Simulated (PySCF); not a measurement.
# Os⁵⁰⁺, Os⁵¹⁺: ionisation energy in even-tempered 17s13p7d4f3g, part 2 of 2

Aim: the ionisation energy of osmium from differences of total energies, at each level of theory, and how far each lands from the tabulated value where there is one.

PySCF 2.14.0; even-tempered 17s13p7d4f3g, the spin-free X2C one-electron Hamiltonian (Gaussian nucleus). The scripts are equivalent inputs of a driver's runs. The steps go on from the part before.

### Step 3. Os⁵¹⁺, method by method

Level: UHF.

The input, input.py:

```python
from pyscf import gto, scf, dft, mp, cc
mol = gto.M(atom="Os 0 0 0", charge=51, spin=3, symmetry="D2h",
            basis=gto.etbs([(0, 17, 12, 2.5), (1, 13, 15, 2.5), (2, 7, 15, 2.5), (3, 4, 62, 2.7), (4, 3, 93, 2.7)]),
            nucmod="G")
mf = scf.UHF(mol).sfx2c1e()
mf.irrep_nelec = {'Ag': (5, 4), 'B1g': (1, 1), 'B2g': (1, 0), 'B3g': (1, 0), 'B1u': (2, 2), 'B2u': (2, 2), 'B3u': (2, 2)}
mf.kernel()
```

Standard output:

```text
damping factor = 0
level_shift factor = 0
DIIS = <class 'pyscf.scf.diis.CDIIS'>
diis_start_cycle = 1
diis_space = 10
diis_damp = 0
SCF conv_tol = 1e-09
SCF conv_tol_grad = None
number electrons alpha = 14  beta = 11
cycle= 1 E= -15085.1231653737  delta_E= -0.011  |g|= 0.0511  |ddm|= 0.00841
cycle= 2 E= -15085.1231780738  delta_E= -1.27e-05  |g|= 0.00185  |ddm|= 0.000327
cycle= 3 E= -15085.1231780916  delta_E= -1.78e-08  |g|= 1.06e-05  |ddm|= 1.33e-05
cycle= 4 E= -15085.1231780916  delta_E= 1.64e-11  |g|= 4.12e-07  |ddm|= 1.13e-07
converged SCF energy = -15085.1231780916  <S^2> = 3.750144  2S+1 = 4.000072
```

CPU time 12 s on a shared host, the integrals not counted.

Orbital energies by shell (radii are means over both spins):

```csv
shell,electrons,mean orbital energy (eV),spread (eV),rms radius (bohr)
1s α,1,-77333.8,0,0.0200
1s β,1,-77333.2,0,0.0200
2s α,1,-16077.4,0,0.0806
2s β,1,-16049.9,0,0.0806
2p α,3,-14434.7,0,0.0734
2p β,3,-14406.5,0,0.0734
3s α,1,-5851.0,0,0.200
3s β,1,-5817.8,0,0.200
3p α,3,-5355.2,0,0.200
3p β,3,-5314.7,0,0.200
3d α,5,-4828.3,8.080,0.179
3d β,2,-4806.0,0,0.179
```

⟨S²⟩ = 3.750, ⟨L²⟩ = 12.00.

Spin-orbit constants on these orbitals (cm⁻¹; bare nucleus, screened nucleus, mean field): 3d 295400, 256600, 252900. To first order in LS coupling the lowest level has J = 9/2 and lies 47.0 eV below the centre of the term.

Spin-orbit coupling is strong in this species (close to jj coupling), so the high-spin LS determinant is a model state, not a physical level.

Level: LDA.

input.py differs from the last one in:

```diff
@@ -4,3 +4,3 @@
             nucmod="G")
-mf = scf.UHF(mol).sfx2c1e()
+mf = dft.UKS(mol, xc="LDA,VWN").sfx2c1e()
 mf.irrep_nelec = {'Ag': (5, 4), 'B1g': (1, 1), 'B2g': (1, 0), 'B3g': (1, 0), 'B1u': (2, 2), 'B2u': (2, 2), 'B3u': (2, 2)}
```

Standard output:

```text
damping factor = 0
level_shift factor = 0
DIIS = <class 'pyscf.scf.diis.CDIIS'>
diis_start_cycle = 1
diis_space = 10
diis_damp = 0
SCF conv_tol = 1e-09
SCF conv_tol_grad = None
number electrons alpha = 14  beta = 11
XC functionals = LDA,VWN
    P. A. M. Dirac.,  Math. Proc. Cambridge Philos. Soc. 26, 376 (1930)
    F. Bloch.,  Z. Phys. 57, 545 (1929)
    S. H. Vosko, L. Wilk, and M. Nusair.,  Can. J. Phys. 58, 1200 (1980)
cycle= 1 E= -15075.3934942061  delta_E= -0.0259  |g|= 0.0821  |ddm|= 0.0404
cycle= 2 E= -15075.3935040136  delta_E= -9.81e-06  |g|= 0.00725  |ddm|= 0.0007
cycle= 3 E= -15075.3935042136  delta_E= -2e-07  |g|= 0.000475  |ddm|= 9.65e-05
cycle= 4 E= -15075.3935042147  delta_E= -1.16e-09  |g|= 4.94e-06  |ddm|= 7.11e-06
cycle= 5 E= -15075.3935042147  delta_E= 2.18e-11  |g|= 3.25e-08  |ddm|= 8.55e-08
converged SCF energy = -15075.3935042147  <S^2> = 3.7500243  2S+1 = 4.0000121
```

It used 0.9 s of CPU time after the integrals (shared host).

Level: PBE.

input.py differs from the last one in:

```diff
@@ -4,3 +4,3 @@
             nucmod="G")
-mf = dft.UKS(mol, xc="LDA,VWN").sfx2c1e()
+mf = dft.UKS(mol, xc="PBE").sfx2c1e()
 mf.irrep_nelec = {'Ag': (5, 4), 'B1g': (1, 1), 'B2g': (1, 0), 'B3g': (1, 0), 'B1u': (2, 2), 'B2u': (2, 2), 'B3u': (2, 2)}
```

Standard output:

```text
damping factor = 0
level_shift factor = 0
DIIS = <class 'pyscf.scf.diis.CDIIS'>
diis_start_cycle = 1
diis_space = 10
diis_damp = 0
SCF conv_tol = 1e-09
SCF conv_tol_grad = None
number electrons alpha = 14  beta = 11
XC functionals = PBE
    J. P. Perdew, K. Burke, and M. Ernzerhof.,  Phys. Rev. Lett. 77, 3865 (1996)
    J. P. Perdew, K. Burke, and M. Ernzerhof.,  Phys. Rev. Lett. 78, 1396 (1997)
    J. P. Perdew, K. Burke, and M. Ernzerhof.,  Phys. Rev. Lett. 77, 3865 (1996)
    J. P. Perdew, K. Burke, and M. Ernzerhof.,  Phys. Rev. Lett. 78, 1396 (1997)
cycle= 1 E= -15086.8864287728  delta_E= -0.0197  |g|= 0.0177  |ddm|= 0.0313
cycle= 2 E= -15086.8864292686  delta_E= -4.96e-07  |g|= 0.00062  |ddm|= 0.000218
cycle= 3 E= -15086.8864292709  delta_E= -2.36e-09  |g|= 0.0001  |ddm|= 1.2e-05
cycle= 4 E= -15086.886429271  delta_E= -7.46e-11  |g|= 8.33e-07  |ddm|= 1.48e-06
converged SCF energy = -15086.886429271  <S^2> = 3.7500346  2S+1 = 4.0000173
```

CPU time 1.1 s on a shared host, the integrals not counted.

Level: PBE0.

input.py differs from the last one in:

```diff
@@ -4,3 +4,3 @@
             nucmod="G")
-mf = dft.UKS(mol, xc="PBE").sfx2c1e()
+mf = dft.UKS(mol, xc="PBE0").sfx2c1e()
 mf.irrep_nelec = {'Ag': (5, 4), 'B1g': (1, 1), 'B2g': (1, 0), 'B3g': (1, 0), 'B1u': (2, 2), 'B2u': (2, 2), 'B3u': (2, 2)}
```

Standard output:

```text
damping factor = 0
level_shift factor = 0
DIIS = <class 'pyscf.scf.diis.CDIIS'>
diis_start_cycle = 1
diis_space = 10
diis_damp = 0
SCF conv_tol = 1e-09
SCF conv_tol_grad = None
number electrons alpha = 14  beta = 11
XC functionals = PBE0
    C. Adamo and V. Barone.,  J. Chem. Phys. 110, 6158 (1999)
    M. Ernzerhof and G. E. Scuseria.,  J. Chem. Phys. 110, 5029 (1999)
cycle= 1 E= -15086.7856432183  delta_E= -0.0129  |g|= 0.0212  |ddm|= 0.023
cycle= 2 E= -15086.7856443598  delta_E= -1.14e-06  |g|= 0.000371  |ddm|= 0.000197
cycle= 3 E= -15086.7856443605  delta_E= -6.77e-10  |g|= 3.62e-05  |ddm|= 6.33e-06
cycle= 4 E= -15086.7856443606  delta_E= -2.73e-11  |g|= 2.4e-06  |ddm|= 5.83e-07
converged SCF energy = -15086.7856443606  <S^2> = 3.7500536  2S+1 = 4.0000268
```

It used 2.9 s of CPU time after the integrals (shared host).

Level: r2SCAN.

input.py differs from the last one in:

```diff
@@ -4,3 +4,3 @@
             nucmod="G")
-mf = dft.UKS(mol, xc="PBE0").sfx2c1e()
+mf = dft.UKS(mol, xc="R2SCAN").sfx2c1e()
 mf.irrep_nelec = {'Ag': (5, 4), 'B1g': (1, 1), 'B2g': (1, 0), 'B3g': (1, 0), 'B1u': (2, 2), 'B2u': (2, 2), 'B3u': (2, 2)}
```

Standard output:

```text
damping factor = 0
level_shift factor = 0
DIIS = <class 'pyscf.scf.diis.CDIIS'>
diis_start_cycle = 1
diis_space = 10
diis_damp = 0
SCF conv_tol = 1e-09
SCF conv_tol_grad = None
number electrons alpha = 14  beta = 11
XC functionals = R2SCAN
    J. W. Furness, A. D. Kaplan, J. Ning, J. P. Perdew, and J. Sun.,  J. Phys. Chem. Lett. 11, 8208-8215 (2020)
    J. W. Furness, A. D. Kaplan, J. Ning, J. P. Perdew, and J. Sun.,  J. Phys. Chem. Lett. 11, 9248-9248 (2020)
    J. W. Furness, A. D. Kaplan, J. Ning, J. P. Perdew, and J. Sun.,  J. Phys. Chem. Lett. 11, 8208-8215 (2020)
    J. W. Furness, A. D. Kaplan, J. Ning, J. P. Perdew, and J. Sun.,  J. Phys. Chem. Lett. 11, 9248-9248 (2020)
cycle= 1 E= -15087.3438258512  delta_E= -0.0135  |g|= 0.0265  |ddm|= 0.0193
cycle= 2 E= -15087.3438271081  delta_E= -1.26e-06  |g|= 0.000546  |ddm|= 0.00017
cycle= 3 E= -15087.3438271086  delta_E= -5.07e-10  |g|= 2.78e-05  |ddm|= 2.6e-06
converged SCF energy = -15087.3438271086  <S^2> = 3.7500683  2S+1 = 4.0000341
```

CPU time 1.9 s on a shared host, the integrals not counted.

Level: r2SCAN0.

input.py differs from the last one in:

```diff
@@ -4,3 +4,3 @@
             nucmod="G")
-mf = dft.UKS(mol, xc="R2SCAN").sfx2c1e()
+mf = dft.UKS(mol, xc="HYB_MGGA_XC_R2SCAN0").sfx2c1e()
 mf.irrep_nelec = {'Ag': (5, 4), 'B1g': (1, 1), 'B2g': (1, 0), 'B3g': (1, 0), 'B1u': (2, 2), 'B2u': (2, 2), 'B3u': (2, 2)}
```

Standard output:

```text
damping factor = 0
level_shift factor = 0
DIIS = <class 'pyscf.scf.diis.CDIIS'>
diis_start_cycle = 1
diis_space = 10
diis_damp = 0
SCF conv_tol = 1e-09
SCF conv_tol_grad = None
number electrons alpha = 14  beta = 11
XC functionals = HYB_MGGA_XC_R2SCAN0
    M. Bursch, H. Neugebauer, S. Ehlert, and S. Grimme.,  J. Chem. Phys. 156, 134105 (2022)
cycle= 1 E= -15087.132407844  delta_E= -0.0105  |g|= 0.0282  |ddm|= 0.015
cycle= 2 E= -15087.1324101622  delta_E= -2.32e-06  |g|= 0.000643  |ddm|= 0.000232
cycle= 3 E= -15087.1324101635  delta_E= -1.27e-09  |g|= 3.57e-05  |ddm|= 4.13e-06
cycle= 4 E= -15087.1324101635  delta_E=    0  |g|= 2.21e-06  |ddm|= 4.2e-07
converged SCF energy = -15087.1324101635  <S^2> = 3.7500826  2S+1 = 4.0000413
```

It used 4.2 s of CPU time after the integrals (shared host).

Level: B2PLYP.

input.py differs from the last one in:

```diff
@@ -4,3 +4,3 @@
             nucmod="G")
-mf = dft.UKS(mol, xc="HYB_MGGA_XC_R2SCAN0").sfx2c1e()
+mf = dft.UKS(mol, xc="0.53*HF + 0.47*B88, 0.73*LYP").sfx2c1e()
 mf.irrep_nelec = {'Ag': (5, 4), 'B1g': (1, 1), 'B2g': (1, 0), 'B3g': (1, 0), 'B1u': (2, 2), 'B2u': (2, 2), 'B3u': (2, 2)}
```

Standard output:

```text
damping factor = 0
level_shift factor = 0
DIIS = <class 'pyscf.scf.diis.CDIIS'>
diis_start_cycle = 1
diis_space = 10
diis_damp = 0
SCF conv_tol = 1e-09
SCF conv_tol_grad = None
number electrons alpha = 14  beta = 11
XC functionals = 0.53*HF + 0.47*B88, 0.73*LYP
    A. D. Becke.,  Phys. Rev. A 38, 3098 (1988)
    C. Lee, W. Yang, and R. G. Parr.,  Phys. Rev. B 37, 785 (1988)
    B. Miehlich, A. Savin, H. Stoll, and H. Preuss.,  Chem. Phys. Lett. 157, 200 (1989)
cycle= 1 E= -15086.889505115  delta_E= -0.00954  |g|= 0.0301  |ddm|= 0.0158
cycle= 2 E= -15086.8895084816  delta_E= -3.37e-06  |g|= 0.000969  |ddm|= 0.000339
cycle= 3 E= -15086.8895084854  delta_E= -3.8e-09  |g|= 9e-05  |ddm|= 1.01e-05
cycle= 4 E= -15086.8895084854  delta_E= -2.91e-11  |g|= 2.42e-06  |ddm|= 1.2e-06
converged SCF energy = -15086.8895084854  <S^2> = 3.7500803  2S+1 = 4.0000402
```

It used 5.2 s of CPU time after the integrals (shared host).

Script and log cover the SCF part. The PT2 part, added by the driver, -0.61243 hartree before scaling by 0.27, brings the total to -15087.054866 hartree.

Level: MP2 (outer shells).

input.py differs from the last one in:

```diff
@@ -4,4 +4,5 @@
             nucmod="G")
-mf = dft.UKS(mol, xc="0.53*HF + 0.47*B88, 0.73*LYP").sfx2c1e()
+mf = scf.UHF(mol).sfx2c1e()
 mf.irrep_nelec = {'Ag': (5, 4), 'B1g': (1, 1), 'B2g': (1, 0), 'B3g': (1, 0), 'B1u': (2, 2), 'B2u': (2, 2), 'B3u': (2, 2)}
 mf.kernel()
+mp.UMP2(mf, frozen=5).kernel()
```

No log was kept for this step.

It used 2 s of CPU time after the integrals (shared host).

With 15 electrons correlated, the MP2 correlation energy is -0.59951 hartree (-0.19687 same spin, -0.40264 opposite spin); the SCS form gives -0.54879. Largest pairs of shells: 3p-3d -0.2423, 3d-3d -0.1861, 3p-3p -0.0812, 3s-3d -0.0442, 3s-3p -0.0403.

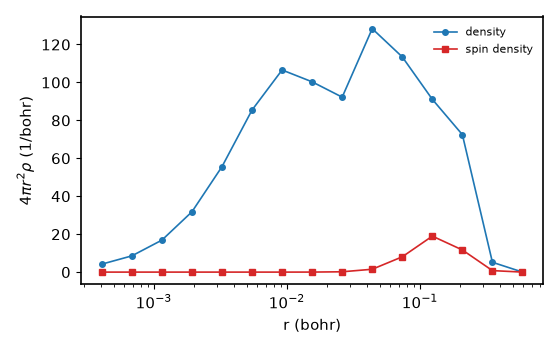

Radial density 4πr²ρ of Os⁵¹⁺ at UHF, without picture-change correction, at 15 stored radii joined by straight lines.

### Step 4. Orbital energies side by side

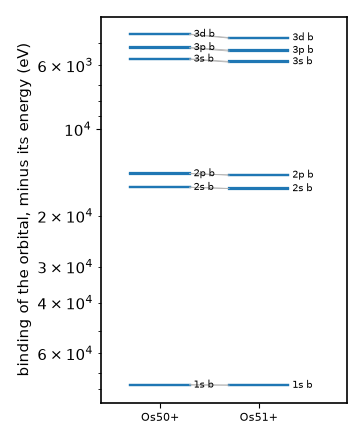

Hartree-Fock orbital energies of the states on a logarithmic scale (a, b: spin up and down; * marks an excited configuration).

### Step 5. Differences of total energies

Ionisation energy: Os⁵⁰⁺ [Ar] 3d8 (3F) → Os⁵¹⁺ [Ar] 3d7 (4F).

```
                method  value (eV)  less the reference (eV)  CPU time, both states (s)
                   UHF      4666.3                    +31.3                         24
                   LDA      4666.1                    +31.1                        1.8
                   PBE      4666.2                    +31.2                        2.2
                  PBE0      4666.8                    +31.8                        5.8
                r2SCAN      4668.3                    +33.3                        3.7
               r2SCAN0      4668.3                    +33.3                        8.3
                B2PLYP      4667.1                    +32.1                         10
    MP2 (outer shells)      4667.8                    +32.8                         28
SCS-MP2 (outer shells)      4667.7                    +32.7                         28
```

Reference: 4635 ± 4 eV (theoretical estimate listed by NIST; NIST Atomic Spectra Database, ionization energies). Spin-orbit coupling is strong in these open shells (close to jj coupling). The scalar numbers leave it out, so it can dominate the gap to the real levels. For this ion Breit and QED terms and the two-electron picture change, all absent here, are large against electron correlation.

Times are CPU seconds on a shared host without the integrals; correlated rows include their Hartree-Fock run, whose time holds the symmetry-adapted start and any spin-orbit constants, while functionals begin from orbitals already made.

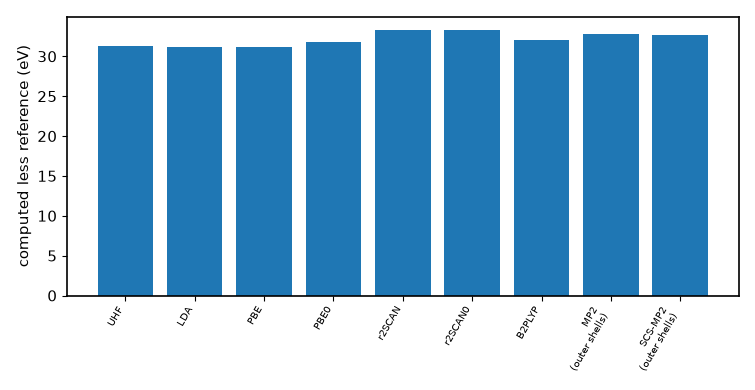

Computed less reference values by method, where the reference is not like for like or is itself uncertain.

### Step 6. What came out

The summary covers parts 1 to 2.

| quantity | value |
| --- | --- |
| ionisation energy, Os⁵⁰⁺ | UHF 4666.3, MP2 (outer shells) 4667.8 eV; reference 4635 ± 4 |

What this shows: The methods span 2.220 eV, from LDA (4666.1) to r2SCAN0 (4668.3). The reference is uncertain or not like for like (spin-orbit coupling or other relativistic terms), so no ranking of close methods is drawn. The basis is finite, and no extrapolation was made.
